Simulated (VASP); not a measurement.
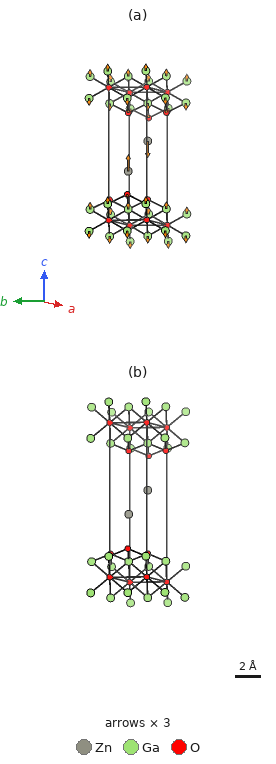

The structure of a crystal of Zn$_{2}$Ga$_{2}$O$_{3}$ (a generated structure, set up in P-3m1) before (top) and after (bottom) a relaxation, at one scale. The orange arrows give the displacements (the part carried along by the change of the cell is left out), magnified 3 times.

Style: ball-and-stick. Shown: the cell of the calculation, from a free direction.

The run lets cell and atoms move.

Level of theory: VASP 6.6.1, Kohn-Sham DFT of a periodic cell, PBE, VASP PAW PBE potentials, recommended.

Input
```
PREC = Normal ; ENCUT = 520
EDIFF = 1E-4 ; ISMEAR = 0
SIGMA = 0.15 ; LREAL = False
LASPH = True ; NELM = 60
ALGO = Fast ; ISIF = 3
LWAVE = False ; LCHARG = False
GGA = PE ; IBRION = 2
NSW = 24 ; EDIFFG = -0.08
```

Launched with:
```bash
cat potpaw_PBE.64/Zn/POTCAR potpaw_PBE.64/Ga_d/POTCAR potpaw_PBE.64/O/POTCAR > POTCAR
mpirun -np 1 vasp_std > vasp.out
```

**Describe what moved and what it gained.**

Over 15 geometry steps the energy falls by 387 meV per atom. The largest force component goes from 5 to 0.029 eV/Å. Pressure: 10.65 GPa at the start and 0.28 GPa at the end. The largest moves relative to the cell, 0.47 Å, are those of Zn atoms. By element the largest moves are Zn 0.47 Å, Ga 0.21 Å, O 0.09 Å. Cell: a = b 3.080 → 2.996 Å (−2.7 %), c 10.850 → 12.620 Å (+16.3 %). Volume +10.1 %. Near-neighbour distances that change, for instance: Ga–O 2.055 → 2.234 Å, Ga–O 2.003 → 1.893 Å. Among the angles between lasting bonds that change: Ga–O–Ga 97.1° → 84.2°, O–Ga–O 97.1° → 84.2°, Ga–O–Ga 82.9° → 95.8°. The space group stays P-3m1 (No. 164). The volume changes by over a tenth within one run on a fixed set of plane waves, so the end point should be relaxed again from the new cell. It ran on 1 thread of Intel(R) Xeon(R) 6975P-C (Granite Rapids), with other jobs on the host.

Limits of the set-up: layers or molecules are held without a dispersion correction, so their spacing is unreliable.
